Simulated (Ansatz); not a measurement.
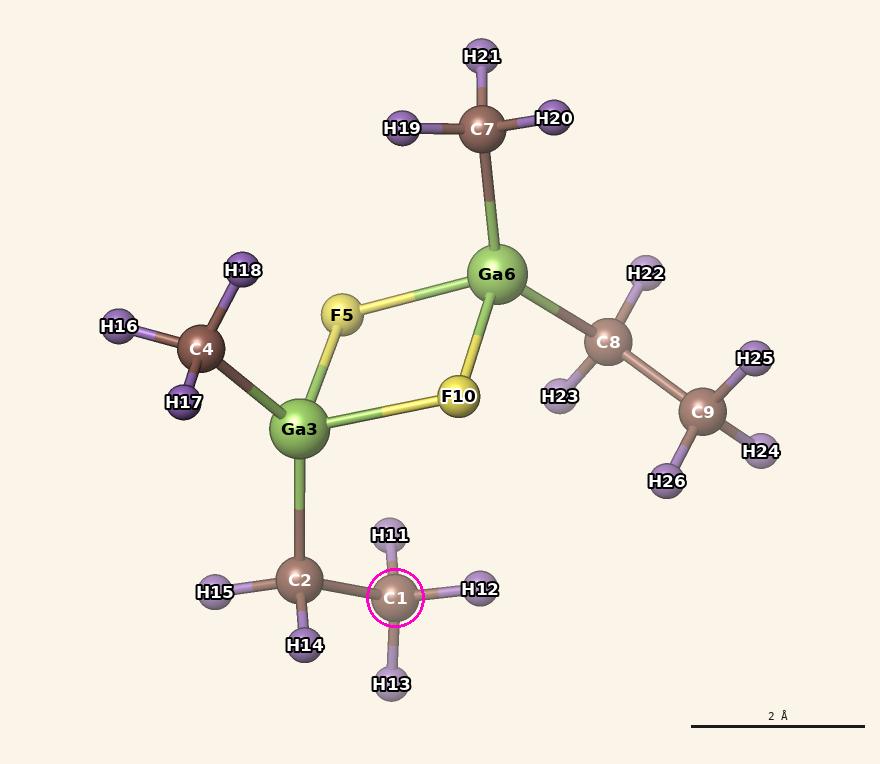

Orthographic view. Distant atoms are faded towards the background colour. Computed geometry: PBE0-D4/def2-TZVP optimisation. No frequency run is at hand to confirm it as a minimum.

Which atoms are bonded to the circled atom?

The circled atom is C1; it is bonded to C2, H11, H12, H13.

Of Ga6 and C8, which is nearer the viewer?

Ga6; the bond to C8 points away from the viewer, so it looks shorter than its 1.96 Å.

Which atom is nearest the viewer?

H17, 2.8 Å in front of the mean position.

What is the shortest path along bonds from the circled atom to C4?

C1–C2–Ga3–C4, 3 bonds; through space the two are 4.85 Å apart.
